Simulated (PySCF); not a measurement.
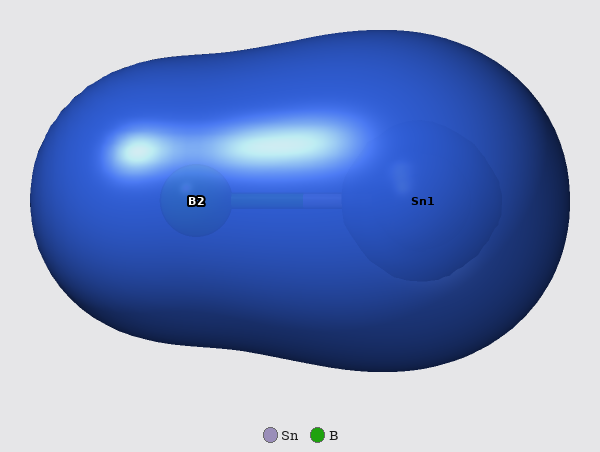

*SnB (quartet). Isosurface of the spin density (α minus β) at +0.03 e/Å³ (blue), seen from one side.*

Level of theory: PBE0/x2c-TZVPPall, spin-free X2C-1e, Gaussian nucleus, at a bond length of 2.182 Å (PySCF).

Describe the spin distribution.

The unpaired spin (3 electrons) lies mostly on B2 (about 1.5) and Sn1 (about 1.5), in electrons by Hirshfeld's partition.
